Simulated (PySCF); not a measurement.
Consider TaCl (charge +1, quartet).

```yaml
atoms:
  - { symbol: Ta, position_ang: [0.0000, 0.0000, -0.3506] }
  - { symbol: Cl, position_ang: [0.0000, 0.0000, 1.8144] }
```

Core potentials replace the inner electrons of Ta.

All numbers below come from PySCF, PBE0/def2-TZVPPD, non-relativistic Hamiltonian with scalar-relativistic core potentials where named, at a bond length of 2.165 Å.

What will maps of the electron density, electron localisation function and spin density show?

Answer. Ta–Cl (2.16 Å): ρ is about 0.93 e/Å³ halfway; the ELF peaks at about 0.80 in the valence shell of Cl, 0.8 Å from its nucleus, and is about 0.45 at the midpoint.
The unpaired spin (3 electrons) lies mostly on Ta1 (about 3.0), in electrons by Hirshfeld's partition.

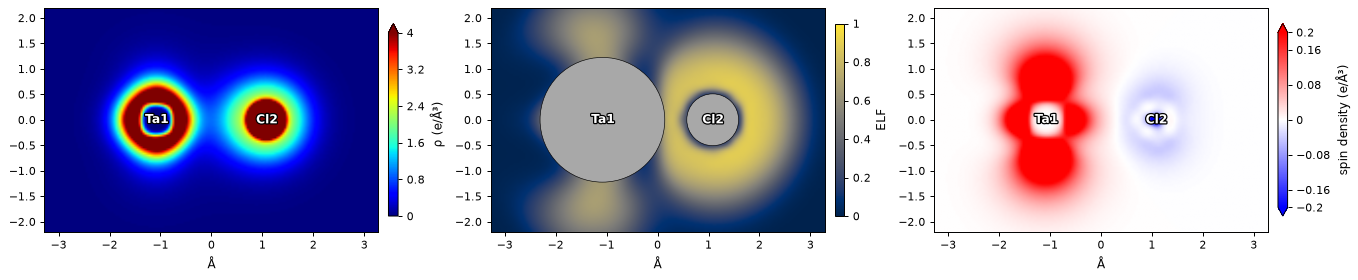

Computed electron density, electron localisation function and spin density on a plane that holds the molecular axis, in this order. Grey discs cover the atomic cores in the ELF map. 
